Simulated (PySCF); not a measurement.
SMILES c1(/C=C\C)occc1 (C₇H₈O) at its GFN2-xTB optimised geometry (Å):

```
16

C     -2.3868    -0.3601     0.0084
C     -1.5666    -1.6068     0.0034
C     -0.2318    -1.6520     0.0000
C      0.6693    -0.5297     0.0000
C      2.0451    -0.5297     0.0000
C      2.4462     0.8227    -0.0002
C      1.2957     1.5514    -0.0001
O      0.2214     0.7483     0.0000
H     -2.1587     0.2434     0.8864
H     -3.4482    -0.5930     0.0079
H     -2.1593     0.2505    -0.8648
H     -2.1096    -2.5415     0.0033
H      0.2719    -2.6086    -0.0026
H      2.6818    -1.3908     0.0001
H      3.4482     1.2005    -0.0003
H      1.1165     2.6086    -0.0004
```

Computed with PBE/def2-TZVP in PySCF.

Map of the Laplacian of the electron density (e/bohr⁵) on the plane z = 1.2 Å:

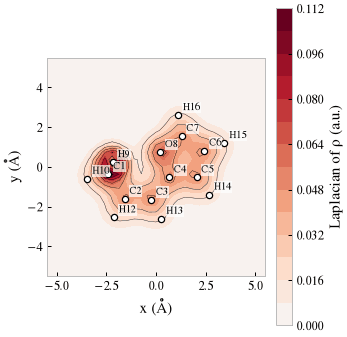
Laplacian of the electron density (e/bohr⁵) on the plane z = 1.2 Å.
